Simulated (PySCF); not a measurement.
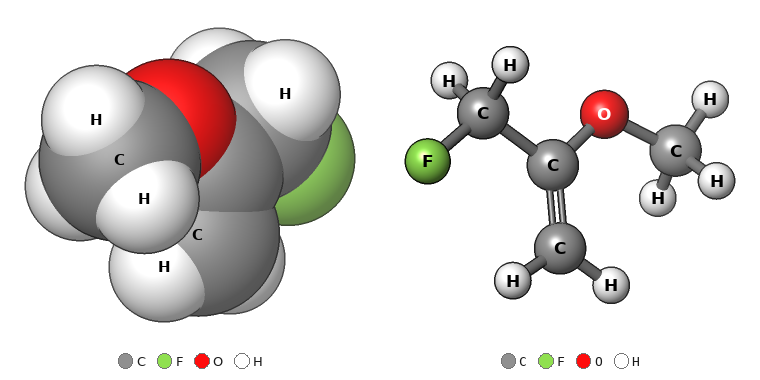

The same structure drawn twice, from different directions.

Question: What is the molecular formula?

Answer: C₄H₇FO, 13 atoms: 4 carbon, 7 hydrogen, 1 fluorine and 1 oxygen.

Question: Give a SMILES string for it.

Answer: C=C(CF)OC

Question: Name some functional groups or characteristic bonds that it holds.

Answer: Among them: ether, alkene, C–F bond.

Question: Describe its rings.

Answer: It has no ring.

Question: How many bonds of each kind are drawn?

Answer: 7 C–H, 2 C–C, 2 C–O, 1 C–F.

More results for the same structure follow; atom numbers are the same in all pictures, views and colours differ. Computed geometry: PBE0-D3(BJ)/def2-SVP optimisation. No frequency run is at hand to confirm it as a minimum.

Geometry

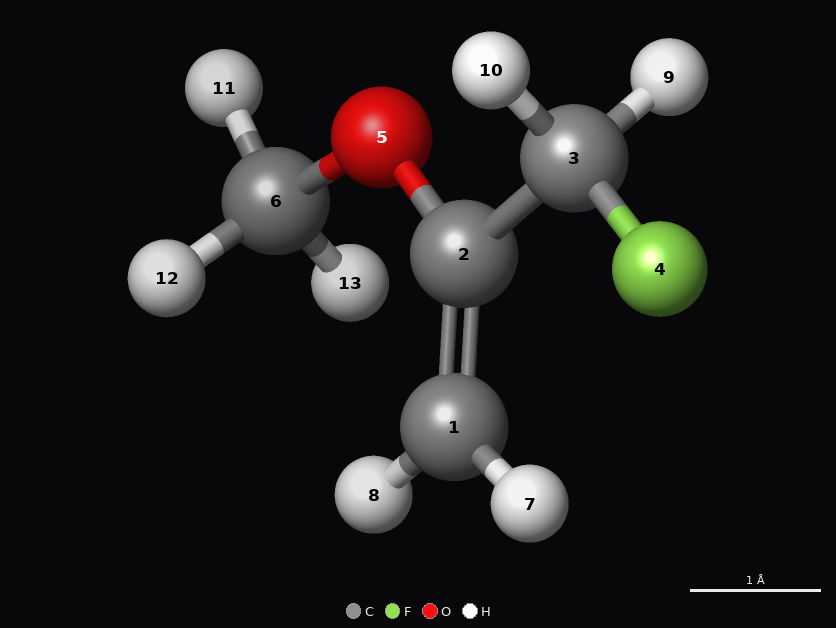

The atoms are numbered. No frequency run is at hand to confirm it as a minimum.

List the bonds and their lengths.

```
  bond  length (Å)   order
 C1–C2       1.337  double
 C1–H7       1.089  single
 C1–H8       1.090  single
 C2–C3       1.501  single
 C2–O5       1.347  single
 C3–F4       1.363  single
 C3–H9       1.105  single
C3–H10       1.105  single
 O5–C6       1.401  single
C6–H11       1.097  single
C6–H12       1.104  single
C6–H13       1.104  single
```

Electronic properties

No frequency run is at hand to confirm it as a minimum. Method: PBE0/pcSseg-2, gas phase (PySCF 2.14.0).

Question: What is the HOMO energy (Kohn–Sham orbital)?

Answer: −6.81 eV.

Question: Give the dipole moment at this level.

Answer: 2.20 D.

Question: Estimate the LUMO energy (Kohn–Sham orbital).

Answer: 0.62 eV.

Quadrupole coupling

No frequency run is at hand to confirm it as a minimum. Electric field gradients from the ground-state density, PBE0/def2-SVP (PySCF 2.14.0), non-relativistic apart from any core potentials.

Give the largest field-gradient component, the quadrupole coupling constant and the asymmetry for 17O at O5 (Q = −25.6 mb), 2H at H7 (Q = 2.86 mb), 2H at H8 (Q = 2.86 mb), 2H at H9 (Q = 2.86 mb), 2H at H10 (Q = 2.86 mb).

```
atom  V_zz (a.u.)  e²qQ/h (MHz)     η
  O5        1.762        −10.60  0.63
  H7        0.322         0.216  0.07
  H8        0.326         0.219  0.09
  H9        0.281         0.189  0.07
 H10        0.281         0.189  0.07
```

NMR shielding

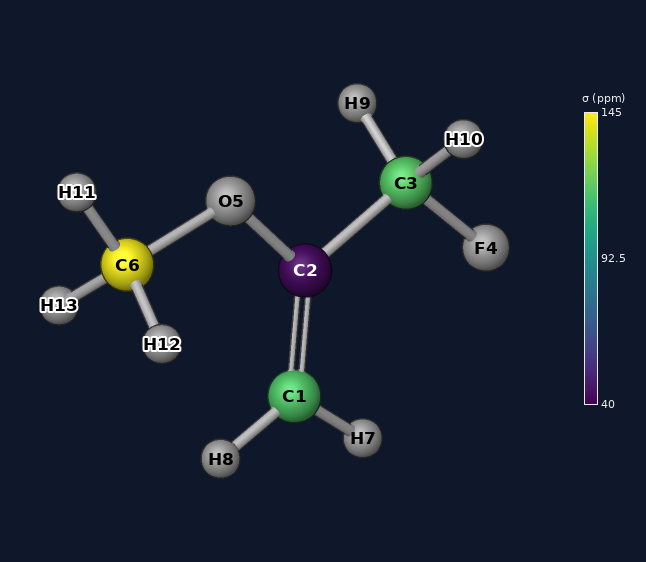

Atoms are coloured by their isotropic NMR shieldings (C only, the others grey). No frequency run is at hand to confirm it as a minimum. Method: GIAO PBE0/6-31G* NMR shielding, non-relativistic, gas phase (PySCF 2.14.0).

List the isotropic NMR shieldings of the C atoms.

```
atom  σ (ppm)
  C1    116.7
  C2     43.3
  C3    117.5
  C6    142.5
```

Charges

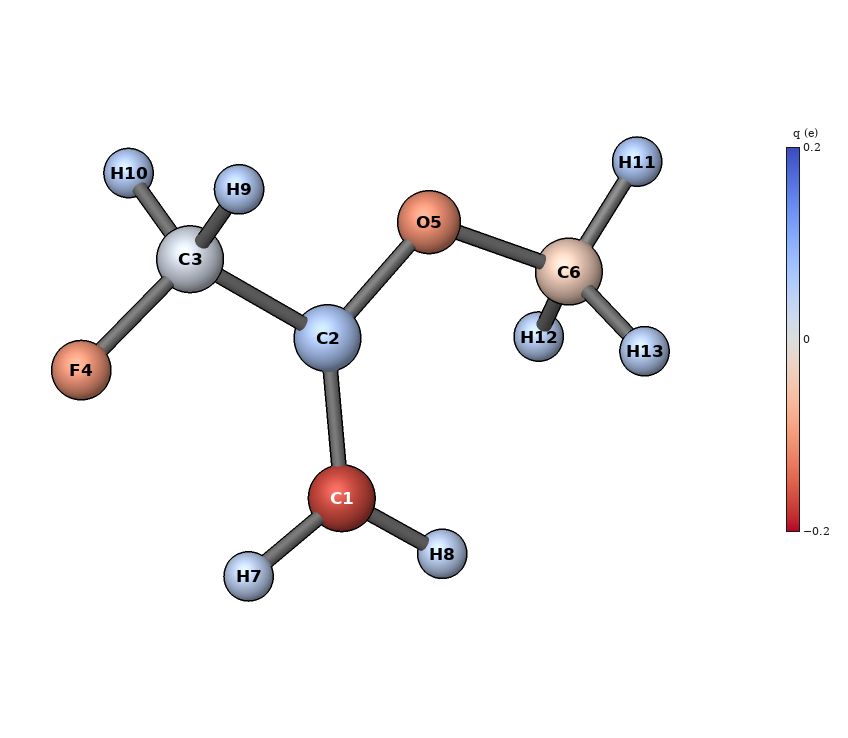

Atoms are coloured by their Hirshfeld charges. No frequency run is at hand to confirm it as a minimum. Method: PBE0/pcSseg-2, gas phase (PySCF 2.14.0).

Give the Hirshfeld charges atom by atom.

```
atom  value (e)
  C1      −0.16
  C2       0.06
  C3       0.01
  F4      −0.10
  O5      −0.11
  C6      −0.04
  H7       0.04
  H8       0.04
  H9       0.05
 H10       0.05
 H11       0.06
 H12       0.05
 H13       0.05
```
